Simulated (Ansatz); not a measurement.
**Fields on a plane of GaSb (zinc blende)**

```
CELL_PARAMETERS angstrom
      0.00000     3.10675     3.10675
      3.10675     0.00000     3.10675
      3.10675     3.10675     0.00000
ATOMIC_POSITIONS crystal
  Sb 0.75000 0.75000 0.75000
  Ga 0.00000 0.00000 0.00000
```

The slice is a {100} plane (indices of the conventional cell) through the point (0.000, 0.000, 0.000) (fractional), spanned by u = [100] and v = [0 1 -1] in vectors of this cell: u (4.39 Å) and v (4.39 Å, at 90° to u). It covers one period; positions are fractions (u, v).

Atoms on it: Ga at (0.00, 0.00).

Level of theory: PBE (plane waves to 420 eV, PAW, scalar-relativistic; Ansatz, a quantum-chemistry and plane-wave program). k mesh 13×13×13. These are valence fields of a PAW run, semicore shells included where kept as valence: close to a nucleus they are smooth pseudo fields. At this level the bands of GaSb touch or barely overlap; measurements give the solid a gap. GaSb was relaxed with its symmetry unable to fall. Spin-orbit coupling is left out, though Sb is heavy.

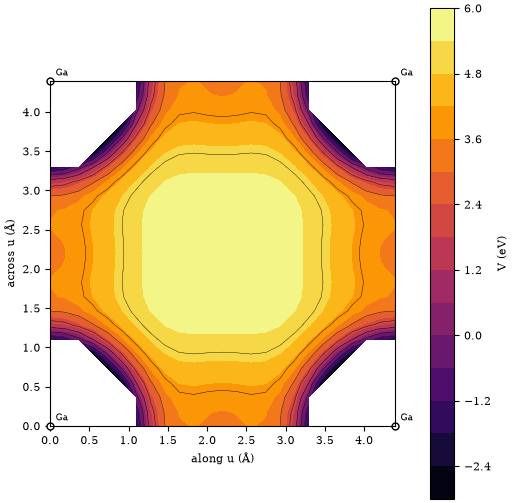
Electrostatic potential energy of an electron, from the cell's mean, in eV, one period of the plane, atoms marked. Points within 1 Å of a nucleus are left white, as the pseudised field means little there. Values under -3 eV are set to -3. The zero, the cell's mean, hangs on the PAW cores.

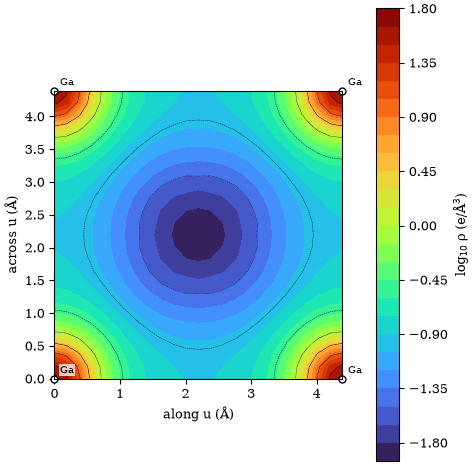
Fig. 1. Log₁₀ of the valence density in e/Å³, one period of the plane, atoms marked. The scale is logarithmic, as a density can span decades between atoms and voids.
